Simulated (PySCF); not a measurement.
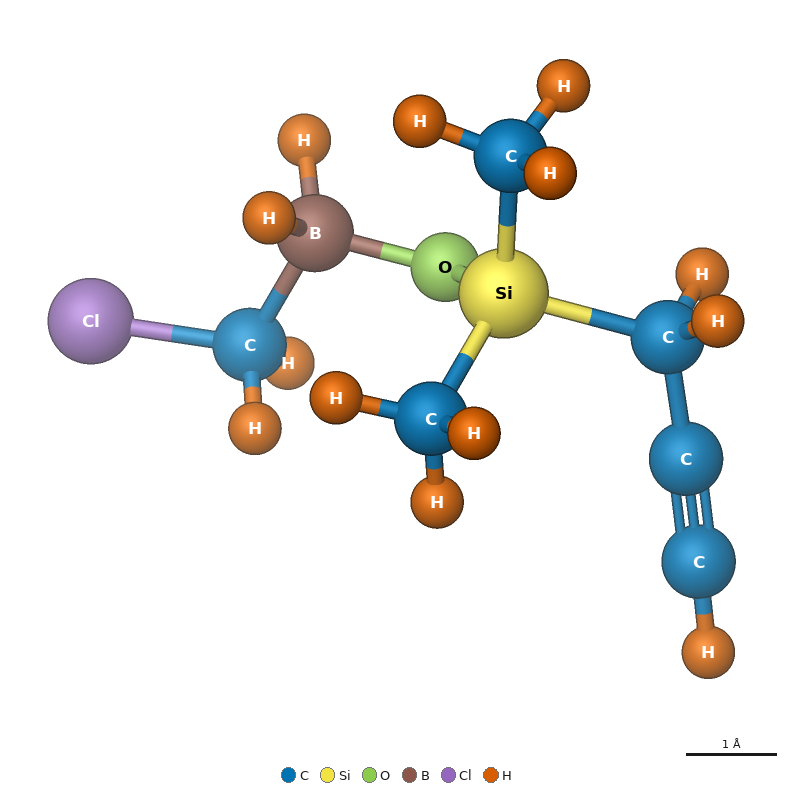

Distant atoms are faded towards the background colour. Charge −1, singlet. The geometry was computed by an optimisation with PBE0-D3(BJ)/def2-SVP. No frequency run is at hand to confirm it as a minimum. Masses are those of the most abundant isotopes; constants are for the rigid equilibrium geometry.

Question: Classify the rotor and give the rotational constants (MHz).

Answer: An asymmetric top (C1): A = 1405, B = 423, C = 368 MHz. Ray's parameter κ is −0.89, close to the prolate limit.
